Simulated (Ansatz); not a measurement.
# Molecular dynamics of SiNH$_{2}$Cl$_{3}$ (part 2 of 2)

Continued. System: SiNH$_{2}$Cl$_{3}$, SMILES N[Si](Cl)(Cl)Cl. Method: RKS r2SCAN-d3bjatm/def2-SVP (Ansatz 0.2.0). The geometry comes from this level: PBE0-D4/def2-TZVP.

Geometry of the input (Å):
```
N  0.0640  0.9080  0.6378
Si -0.0369  -0.4229  -0.3877
Cl 0.3475  -2.2304  0.4829
Cl -1.9267  -0.5145  -1.1271
Cl 1.3245  -0.1842  -1.8763
H  0.9582  1.2702  0.9256
H  -0.6692  1.1058  1.2988
```

Trajectory as extended XYZ, continued
```
7
Properties=species:S:1:pos:R:3:forces:R:3 step=5 time_fs=5.0 energy=-46953.91013 temperature=1005.4
N     0.1273    0.8959    0.6436    0.2749   1.2963   2.1553
Si   -0.0703   -0.4215   -0.4250    1.3612   0.1466   1.8037
Cl    0.3310   -2.2284    0.5073    0.0213  -0.0886  -0.1007
Cl   -1.9016   -0.5372   -1.1363   -1.6342   0.0524  -0.6516
Cl    1.3079   -0.1586   -1.8733    0.4403   0.0049  -0.6036
H     1.0440    1.1156    1.0724    0.0762  -0.5248  -1.1847
H    -0.4235    1.2202    1.4737   -0.5398  -0.8867  -1.4184
7
Properties=species:S:1:pos:R:3:forces:R:3 step=6 time_fs=6.0 energy=-46953.87780 temperature=955.4
N     0.1411    0.8958    0.6479    0.0379   1.0560   1.9222
Si   -0.0760   -0.4211   -0.4311    1.6283   0.2341   2.1347
Cl    0.3277   -2.2281    0.5122    0.0109  -0.0329  -0.1528
Cl   -1.8976   -0.5418   -1.1386   -1.8701   0.0585  -0.7417
Cl    1.3049   -0.1535   -1.8731    0.4650  -0.0066  -0.6460
H     1.0618    1.0712    1.0731    0.2904  -0.4327  -1.0675
H    -0.3951    1.2256    1.4864   -0.5624  -0.8762  -1.4488
7
Properties=species:S:1:pos:R:3:forces:R:3 step=7 time_fs=7.0 energy=-46953.88289 temperature=961.0
N     0.1550    0.8964    0.6535   -0.0535   0.6125   1.2321
Si   -0.0811   -0.4206   -0.4364    1.8731   0.3388   2.4336
Cl    0.3244   -2.2278    0.5170    0.0024   0.0206  -0.2006
Cl   -1.8942   -0.5463   -1.1411   -2.0856   0.0617  -0.8231
Cl    1.3020   -0.1484   -1.8731    0.4870  -0.0192  -0.6817
H     1.0824    1.0226    1.0636    0.4844  -0.3119  -0.8587
H    -0.3720    1.2226    1.4853   -0.7078  -0.7025  -1.1017
7
Properties=species:S:1:pos:R:3:forces:R:3 step=8 time_fs=8.0 energy=-46953.90103 temperature=986.8
N     0.1689    0.8974    0.6600    0.1166   0.0394   0.2225
Si   -0.0856   -0.4201   -0.4410    2.0842   0.4456   2.6869
Cl    0.3212   -2.2276    0.5218   -0.0043   0.0706  -0.2439
Cl   -1.8913   -0.5508   -1.1438   -2.2724   0.0625  -0.8931
Cl    1.2993   -0.1433   -1.8733    0.5064  -0.0330  -0.7110
H     1.1077    0.9710    1.0459    0.5100  -0.1818  -0.6278
H    -0.3558    1.2129    1.4736   -0.9406  -0.4033  -0.4337
7
Properties=species:S:1:pos:R:3:forces:R:3 step=9 time_fs=9.0 energy=-46953.90671 temperature=995.5
N     0.1828    0.8985    0.6666    0.5351  -0.5506  -0.8369
Si   -0.0893   -0.4193   -0.4446    2.2504   0.5386   2.8826
Cl    0.3179   -2.2273    0.5265   -0.0092   0.1152  -0.2825
Cl   -1.8890   -0.5553   -1.1468   -2.4220   0.0615  -0.9488
Cl    1.2967   -0.1382   -1.8737    0.5236  -0.0481  -0.7349
H     1.1378    0.9177    1.0221    0.2716  -0.0331  -0.4151
H    -0.3485    1.1993    1.4577   -1.1495  -0.0835   0.3355
7
Properties=species:S:1:pos:R:3:forces:R:3 step=10 time_fs=10.0 energy=-46953.89577 temperature=979.9
N     0.1971    0.8992    0.6727    0.9218  -1.0008  -1.5613
Si   -0.0923   -0.4184   -0.4472    2.3637   0.6044   3.0127
Cl    0.3146   -2.2270    0.5311   -0.0126   0.1525  -0.3163
Cl   -1.8874   -0.5597   -1.1500   -2.5267   0.0605  -0.9871
Cl    1.2943   -0.1331   -1.8743    0.5385  -0.0644  -0.7548
H     1.1706    0.8640    0.9943   -0.1696   0.1527  -0.2065
H    -0.3523    1.1849    1.4451   -1.1152   0.0951   0.8132
7
Properties=species:S:1:pos:R:3:forces:R:3 step=11 time_fs=11.0 energy=-46953.87547 temperature=948.1
N     0.2120    0.8992    0.6777    0.9119  -1.2047  -1.7126
Si   -0.0945   -0.4173   -0.4488    2.4204   0.6362   3.0741
Cl    0.3113   -2.2266    0.5356   -0.0149   0.1816  -0.3452
Cl   -1.8865   -0.5642   -1.1535   -2.5802   0.0618  -1.0051
Cl    1.2920   -0.1280   -1.8750    0.5506  -0.0821  -0.7709
H     1.2017    0.8118    0.9646   -0.6218   0.3660   0.0306
H    -0.3667    1.1715    1.4402   -0.6660   0.0413   0.7291
7
Properties=species:S:1:pos:R:3:forces:R:3 step=12 time_fs=12.0 energy=-46953.83845 temperature=890.9
N     0.2276    0.8983    0.6815    0.4279  -1.2088  -1.4599
Si   -0.0958   -0.4160   -0.4493    2.4206   0.6342   3.0679
Cl    0.3080   -2.2262    0.5401   -0.0163   0.2034  -0.3693
Cl   -1.8862   -0.5686   -1.1572   -2.5786   0.0673  -1.0003
Cl    1.2898   -0.1229   -1.8760    0.5584  -0.1010  -0.7824
H     1.2269    0.7631    0.9352   -0.8998   0.5658   0.3033
H    -0.3875    1.1584    1.4423    0.0877  -0.1608   0.2408
7
Properties=species:S:1:pos:R:3:forces:R:3 step=13 time_fs=13.0 energy=-46953.78147 temperature=805.7
N     0.2435    0.8966    0.6843   -0.3139  -1.1322  -1.1686
Si   -0.0963   -0.4144   -0.4488    2.3678   0.6019   2.9962
Cl    0.3048   -2.2258    0.5444   -0.0170   0.2201  -0.3886
Cl   -1.8867   -0.5730   -1.1612   -2.5207   0.0783  -0.9715
Cl    1.2878   -0.1179   -1.8773    0.5602  -0.1210  -0.7876
H     1.2435    0.7198    0.9086   -0.9136   0.7069   0.5893
H    -0.4075    1.1438    1.4467    0.8371  -0.3541  -0.2692
7
Properties=species:S:1:pos:R:3:forces:R:3 step=14 time_fs=14.0 energy=-46953.72704 temperature=725.0
N     0.2591    0.8942    0.6863   -1.0653  -1.0453  -1.0637
Si   -0.0960   -0.4127   -0.4472    2.2692   0.5424   2.8603
Cl    0.3015   -2.2253    0.5487   -0.0167   0.2339  -0.4028
Cl   -1.8879   -0.5774   -1.1655   -2.4086   0.0956  -0.9186
Cl    1.2860   -0.1129   -1.8787    0.5543  -0.1421  -0.7851
H     1.2513    0.6832    0.8877   -0.6688   0.7611   0.8554
H    -0.4194    1.1258    1.4485    1.3360  -0.4456  -0.5455
7
Properties=species:S:1:pos:R:3:forces:R:3 step=15 time_fs=15.0 energy=-46953.70264 temperature=688.6
N     0.2740    0.8910    0.6876   -1.6402  -0.9672  -1.1964
Si   -0.0949   -0.4107   -0.4447    2.1354   0.4563   2.6629
Cl    0.2982   -2.2247    0.5528   -0.0156   0.2458  -0.4119
Cl   -1.8897   -0.5818   -1.1701   -2.2469   0.1197  -0.8428
Cl    1.2843   -0.1079   -1.8803    0.5396  -0.1646  -0.7744
H     1.2527    0.6539    0.8750   -0.2473   0.7260   1.0677
H    -0.4186    1.1035    1.4452    1.4750  -0.4160  -0.5051
7
Properties=species:S:1:pos:R:3:forces:R:3 step=16 time_fs=16.0 energy=-46953.71550 temperature=707.7
N     0.2878    0.8872    0.6880   -1.8618  -0.9112  -1.5424
Si   -0.0931   -0.4086   -0.4412    1.9784   0.3430   2.4099
Cl    0.2948   -2.2240    0.5568   -0.0135   0.2554  -0.4160
Cl   -1.8921   -0.5861   -1.1749   -2.0423   0.1505  -0.7464
Cl    1.2827   -0.1030   -1.8822    0.5157  -0.1880  -0.7557
H     1.2518    0.6316    0.8725    0.1972   0.6315   1.1921
H    -0.4037    1.0772    1.4369    1.2263  -0.2811  -0.1415
7
Properties=species:S:1:pos:R:3:forces:R:3 step=17 time_fs=17.0 energy=-46953.75093 temperature=761.4
N     0.3004    0.8827    0.6874   -1.5894  -0.8893  -2.0186
Si   -0.0906   -0.4064   -0.4369    1.8085   0.2002   2.1111
Cl    0.2915   -2.2233    0.5607   -0.0106   0.2608  -0.4157
Cl   -1.8951   -0.5904   -1.1799   -1.8031   0.1877  -0.6326
Cl    1.2813   -0.0981   -1.8842    0.4832  -0.2117  -0.7297
H     1.2528    0.6153    0.8814    0.4732   0.5336   1.1942
H    -0.3770    1.0482    1.4274    0.6381  -0.0812   0.4913
7
Properties=species:S:1:pos:R:3:forces:R:3 step=18 time_fs=18.0 energy=-46953.79188 temperature=826.0
N     0.3118    0.8776    0.6854   -0.9067  -0.8692  -2.3898
Si   -0.0874   -0.4041   -0.4319    1.6313   0.0238   1.7767
Cl    0.2882   -2.2225    0.5645   -0.0073   0.2596  -0.4114
Cl   -1.8986   -0.5947   -1.1850   -1.5385   0.2303  -0.5056
Cl    1.2800   -0.0933   -1.8865    0.4432  -0.2349  -0.6976
H     1.2583    0.6040    0.9017    0.4539   0.4814   1.0466
H    -0.3442    1.0185    1.4225   -0.0758   0.1091   1.1811
7
Properties=species:S:1:pos:R:3:forces:R:3 step=19 time_fs=19.0 energy=-46953.84042 temperature=902.7
N     0.3226    0.8719    0.6817   -0.2287  -0.7609  -2.2344
Si   -0.0837   -0.4018   -0.4263    1.4459  -0.1924   1.4144
Cl    0.2849   -2.2217    0.5682   -0.0038   0.2497  -0.4040
Cl   -1.9025   -0.5989   -1.1903   -1.2583   0.2772  -0.3699
Cl    1.2788   -0.0885   -1.8890    0.3973  -0.2570  -0.6610
H     1.2681    0.5974    0.9321    0.1735   0.4792   0.7485
H    -0.3121    0.9897    1.4289   -0.5259   0.2042   1.5064
7
Properties=species:S:1:pos:R:3:forces:R:3 step=20 time_fs=20.0 energy=-46953.89730 temperature=988.3
N     0.3333    0.8657    0.6765    0.0448  -0.5068  -1.2645
Si   -0.0796   -0.3995   -0.4202    1.2480  -0.4507   1.0295
Cl    0.2816   -2.2207    0.5718   -0.0001   0.2310  -0.3940
Cl   -1.9068   -0.6030   -1.1957   -0.9722   0.3264  -0.2303
Cl    1.2778   -0.0838   -1.8916    0.3475  -0.2776  -0.6209
H     1.2796    0.5954    0.9696   -0.2046   0.4907   0.3395
H    -0.2850    0.9629    1.4498   -0.4634   0.1870   1.1407
```

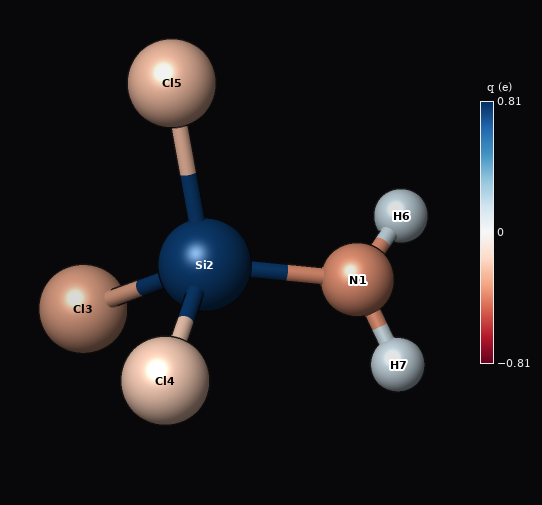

Fig. 1: Mulliken charges, as the colour of each atom (ball-and-stick view, seen at a tilt; atoms are numbered from 1 in the order of the input). By element: N −0.35, Si +0.77, Cl −0.29 to −0.19 and H +0.14 to +0.15 e.
